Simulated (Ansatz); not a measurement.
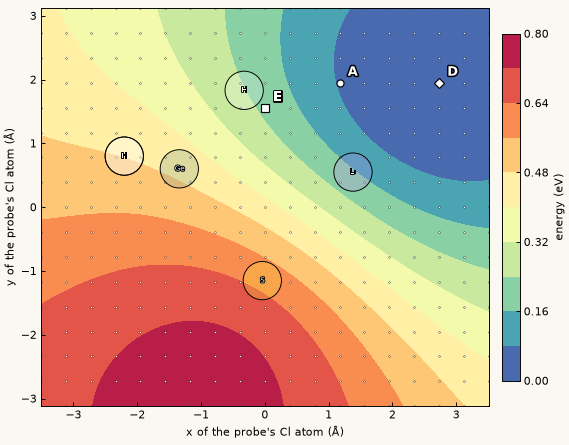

GeH₃LiS (SMILES [Li][S][GeH3]) with the probe Cl-. The probe is moved over a plane parallel to the molecule's main plane, 4.35 Å above it. The first coordinate is: x of the probe's Cl atom; the second: y of the probe's Cl atom. Nothing is relaxed (molecule and probe rigid). The scan uses a 19 × 17 grid. Energies are in eV, from the lowest grid point. Method: RHF/def2-SVPD in Ansatz 0.2.0.

In the figure: filled contours, dots at the grid points, labelled circles for the molecule's atoms, projected on the plane, lettered points. Between grid points the surface is interpolated.

### What kind of point is each of A, D, E: minimum, saddle, maximum or slope?

A: on a slope; D: minimum; E: on a slope. (In these two coordinates alone; a stationary point may lie a little off the grid point.)

### Rank the lettered points by energy, lowest first.

D (0.00 eV), A (0.07 eV), E (0.22 eV).
